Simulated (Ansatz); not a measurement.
Run report: CH₇BO₂Si, geometry relaxation (part 2 of 2)

CH₇BO₂Si, SMILES BOCO[SiH3]; RKS PBE0-D4/def2-TZVP (Ansatz 0.2.0). The geometry: PBE-D4/def2-SVP start.

Trajectory as extended XYZ, continued
```
12
Properties=species:S:1:pos:R:3:forces:R:3 step=6 energy=-13793.04072
B    -1.0060    1.1057    1.7072   -0.0033   0.0273  -0.0010
O    -0.8870    0.4875    0.5189   -0.0155  -0.0119  -0.0134
C     0.0780    0.8812   -0.4339    0.0278  -0.0084   0.0204
O     1.0677   -0.0765   -0.5416   -0.0032   0.0063  -0.0038
Si    0.7680   -1.6582   -0.9353    0.0077  -0.0013  -0.0018
H    -0.3038    2.0460    1.9652    0.0046  -0.0053   0.0024
H    -1.8356    0.6843    2.4565    0.0020  -0.0094   0.0065
H    -0.4523    1.0058   -1.3850   -0.0096   0.0042  -0.0036
H     0.5448    1.8219   -0.1269   -0.0057  -0.0001  -0.0072
H    -0.2617   -1.7160   -2.0081   -0.0029   0.0009   0.0000
H     0.3052   -2.4408    0.2364   -0.0054  -0.0006   0.0007
H     2.0596   -2.1964   -1.4194    0.0036  -0.0015   0.0009
12
Properties=species:S:1:pos:R:3:forces:R:3 step=7 energy=-13793.04081
B    -1.0025    1.1026    1.7071   -0.0102   0.0196  -0.0024
O    -0.8935    0.4907    0.5146    0.0025  -0.0167  -0.0082
C     0.0746    0.8823   -0.4364    0.0055   0.0120   0.0105
O     1.0650   -0.0744   -0.5404    0.0041  -0.0076  -0.0020
Si    0.7677   -1.6568   -0.9334    0.0062   0.0015  -0.0019
H    -0.2941    2.0377    1.9657    0.0076  -0.0017   0.0077
H    -1.8298    0.6807    2.4587   -0.0008  -0.0057   0.0069
H    -0.4542    1.0057   -1.3885   -0.0047   0.0021  -0.0058
H     0.5402    1.8235   -0.1297   -0.0047   0.0037  -0.0063
H    -0.2557   -1.7156   -2.0119   -0.0039  -0.0007  -0.0016
H     0.2973   -2.4361    0.2372   -0.0049  -0.0048   0.0016
H     2.0620   -2.1958   -1.4090    0.0036  -0.0017   0.0014
12
Properties=species:S:1:pos:R:3:forces:R:3 step=8 energy=-13793.04082
B    -1.0019    1.1056    1.7085    0.0217  -0.0217   0.0039
O    -0.8992    0.4953    0.5137    0.0032   0.0086   0.0156
C     0.0702    0.8834   -0.4373   -0.0055  -0.0027  -0.0229
O     1.0604   -0.0747   -0.5378   -0.0010   0.0037   0.0043
Si    0.7691   -1.6575   -0.9340   -0.0085   0.0029   0.0003
H    -0.2844    2.0338    1.9697   -0.0125  -0.0032  -0.0041
H    -1.8250    0.6812    2.4641   -0.0035   0.0126  -0.0094
H    -0.4579    1.0039   -1.3908    0.0042  -0.0014   0.0091
H     0.5356    1.8262   -0.1346   -0.0009  -0.0085   0.0005
H    -0.2470   -1.7178   -2.0202    0.0059   0.0012   0.0030
H     0.2891   -2.4391    0.2320    0.0010   0.0030  -0.0034
H     2.0680   -2.1957   -1.3992   -0.0041   0.0056   0.0033
12
Properties=species:S:1:pos:R:3:forces:R:3 step=9 energy=-13793.04092
B    -0.9975    1.1018    1.7097    0.0010  -0.0003  -0.0057
O    -0.9023    0.4966    0.5118    0.0044   0.0014   0.0089
C     0.0671    0.8837   -0.4397   -0.0011   0.0053  -0.0031
O     1.0591   -0.0725   -0.5371    0.0008  -0.0082  -0.0019
Si    0.7688   -1.6558   -0.9326   -0.0012   0.0054   0.0013
H    -0.2744    2.0248    1.9725   -0.0029  -0.0035   0.0004
H    -1.8252    0.6833    2.4632    0.0010   0.0011  -0.0001
H    -0.4610    1.0012   -1.3933    0.0015  -0.0001   0.0013
H     0.5313    1.8275   -0.1384   -0.0033  -0.0033  -0.0021
H    -0.2425   -1.7167   -2.0230    0.0034   0.0003   0.0007
H     0.2836   -2.4354    0.2324    0.0002  -0.0001  -0.0019
H     2.0700   -2.1939   -1.3914   -0.0038   0.0021   0.0021
12
Properties=species:S:1:pos:R:3:forces:R:3 step=10 energy=-13793.04093
B    -0.9972    1.1019    1.7100   -0.0010  -0.0001  -0.0027
O    -0.9013    0.4958    0.5128    0.0032   0.0011   0.0039
C     0.0671    0.8833   -0.4396   -0.0029   0.0035  -0.0004
O     1.0594   -0.0724   -0.5377    0.0006  -0.0071  -0.0014
Si    0.7686   -1.6556   -0.9328    0.0024   0.0041   0.0002
H    -0.2748    2.0254    1.9725   -0.0009  -0.0009   0.0002
H    -1.8249    0.6837    2.4636    0.0009   0.0000   0.0009
H    -0.4619    1.0004   -1.3927    0.0008  -0.0002  -0.0008
H     0.5308    1.8275   -0.1390   -0.0013  -0.0007  -0.0006
H    -0.2411   -1.7163   -2.0245    0.0006   0.0000   0.0004
H     0.2822   -2.4350    0.2317   -0.0011  -0.0002  -0.0012
H     2.0700   -2.1940   -1.3902   -0.0014   0.0005   0.0015
12
Properties=species:S:1:pos:R:3:forces:R:3 step=11 energy=-13793.04095
B    -0.9964    1.1029    1.7113    0.0004   0.0014   0.0009
O    -0.9004    0.4955    0.5148   -0.0003  -0.0032  -0.0006
C     0.0662    0.8825   -0.4394    0.0000   0.0004   0.0000
O     1.0591   -0.0729   -0.5373   -0.0008   0.0042   0.0013
Si    0.7690   -1.6556   -0.9337   -0.0010  -0.0018  -0.0009
H    -0.2757    2.0282    1.9719    0.0003   0.0003  -0.0002
H    -1.8222    0.6838    2.4664    0.0003   0.0003  -0.0003
H    -0.4640    0.9978   -1.3921    0.0006  -0.0006   0.0004
H     0.5295    1.8274   -0.1409    0.0003   0.0001   0.0003
H    -0.2369   -1.7149   -2.0289   -0.0002  -0.0007  -0.0014
H     0.2773   -2.4353    0.2283   -0.0003  -0.0003   0.0001
H     2.0715   -2.1947   -1.3864    0.0005  -0.0001   0.0005
12
Properties=species:S:1:pos:R:3:forces:R:3 step=12 energy=-13793.04096
B    -0.9942    1.1035    1.7131   -0.0024   0.0015   0.0005
O    -0.9011    0.4956    0.5166    0.0000  -0.0017   0.0001
C     0.0639    0.8818   -0.4396   -0.0019  -0.0019  -0.0025
O     1.0576   -0.0729   -0.5367   -0.0010   0.0076   0.0021
Si    0.7692   -1.6554   -0.9347   -0.0002  -0.0065  -0.0016
H    -0.2730    2.0289    1.9719    0.0010  -0.0004  -0.0007
H    -1.8187    0.6850    2.4702    0.0016   0.0005  -0.0007
H    -0.4677    0.9946   -1.3918    0.0012  -0.0007   0.0019
H     0.5265    1.8279   -0.1436    0.0018   0.0002   0.0017
H    -0.2297   -1.7142   -2.0365    0.0000  -0.0002   0.0004
H     0.2699   -2.4353    0.2241   -0.0004   0.0012  -0.0009
H     2.0743   -2.1951   -1.3790    0.0003   0.0005  -0.0002
12
Properties=species:S:1:pos:R:3:forces:R:3 step=13 energy=-13793.04096
B    -0.9937    1.1043    1.7138    0.0006  -0.0010   0.0022
O    -0.9012    0.4953    0.5179   -0.0021  -0.0012  -0.0018
C     0.0629    0.8811   -0.4393    0.0007  -0.0001   0.0004
O     1.0571   -0.0730   -0.5362   -0.0001   0.0045   0.0010
Si    0.7695   -1.6554   -0.9354   -0.0009  -0.0049  -0.0014
H    -0.2720    2.0297    1.9713    0.0003   0.0013  -0.0007
H    -1.8172    0.6862    2.4719   -0.0003   0.0008  -0.0002
H    -0.4693    0.9929   -1.3913   -0.0001  -0.0001   0.0005
H     0.5253    1.8276   -0.1443    0.0007   0.0009   0.0004
H    -0.2266   -1.7138   -2.0397    0.0001   0.0000  -0.0003
H     0.2664   -2.4352    0.2218    0.0008  -0.0001  -0.0003
H     2.0758   -2.1949   -1.3763    0.0002  -0.0004   0.0001
12
Properties=species:S:1:pos:R:3:forces:R:3 step=14 energy=-13793.04097
B    -0.9938    1.1058    1.7146   -0.0026   0.0018   0.0001
O    -0.9003    0.4941    0.5201   -0.0002  -0.0008  -0.0003
C     0.0628    0.8802   -0.4381    0.0015  -0.0010  -0.0017
O     1.0570   -0.0739   -0.5361    0.0001   0.0022   0.0012
Si    0.7698   -1.6561   -0.9368   -0.0011  -0.0019  -0.0011
H    -0.2746    2.0339    1.9693    0.0009  -0.0008   0.0005
H    -1.8165    0.6879    2.4738    0.0007   0.0001   0.0003
H    -0.4701    0.9920   -1.3896   -0.0009   0.0002   0.0006
H     0.5255    1.8266   -0.1433    0.0003   0.0003   0.0000
H    -0.2248   -1.7138   -2.0424   -0.0002   0.0005   0.0000
H     0.2653   -2.4368    0.2191    0.0007  -0.0003   0.0002
H     2.0767   -2.1953   -1.3765    0.0008  -0.0003   0.0001
```

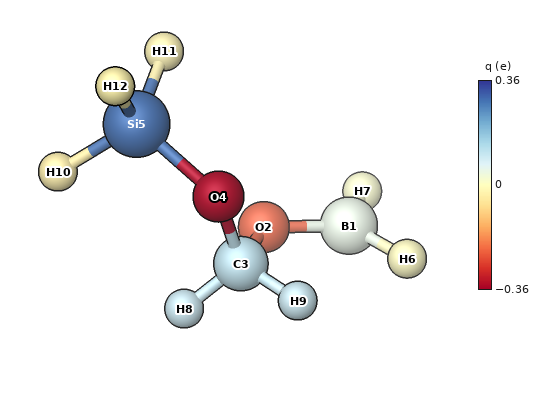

**Figure 1.** Mulliken charges, as the colour of each atom (ball-and-stick view, seen at a tilt; atoms are numbered from 1 in the order of the input). By element: B +0.05, O −0.34 to −0.24, C +0.12, Si +0.29 and H −0.04 to +0.11 e.

The run was set up as follows.

The input
```yaml
crystal:
  periodic: [false, false, false]
  atoms:
    - {symbol: B, position_ang: [-1.030358, 1.118852, 1.715219]}
    - {symbol: O, position_ang: [-0.860140, 0.479490, 0.533425]}
    - {symbol: C, position_ang: [0.109956, 0.893807, -0.432672]}
    - {symbol: O, position_ang: [1.101208, -0.065193, -0.568051]}
    - {symbol: Si, position_ang: [0.767165, -1.687924, -0.946709]}
    - {symbol: H, position_ang: [-0.368908, 2.113247, 1.974209]}
    - {symbol: H, position_ang: [-1.863576, 0.653475, 2.468433]}
    - {symbol: H, position_ang: [-0.449734, 1.046608, -1.385952]}
    - {symbol: H, position_ang: [0.582357, 1.847940, -0.109140]}
    - {symbol: H, position_ang: [-0.304538, -1.748509, -2.004452]}
    - {symbol: H, position_ang: [0.334221, -2.470890, 0.259262]}
    - {symbol: H, position_ang: [2.059347, -2.236303, -1.469573]}
basis:
  gaussian: {orbitals: def2-TZVP}
hamiltonian: {xc: pbe0, dispersion: d4}
relax: {f_tol: 0.005, max_steps: 150}
```

Launched with:
```bash
ansatz run in.yaml --threads 4 --pin off --events-out ev --progress --plain --max-ram 10444MiB
```

Summary

| quantity | value |
| --- | --- |
| outcome | converged |
| total energy | −13793.0410 eV |
| mean-field energy | −13792.8534 eV |
| dispersion energy | −0.1876 eV |
| SCF solution under orbital rotations | stable |
| largest force (length of the vector) at the end | 0.003 eV/Å |
| dipole moment | 0.99 D |
| hardware | 4 threads of Arm Neoverse V2, 23 GiB of memory available, shared host |
| wall time | 36 s (CPU time 2.2 min) |
| peak memory | 0.5 GiB |
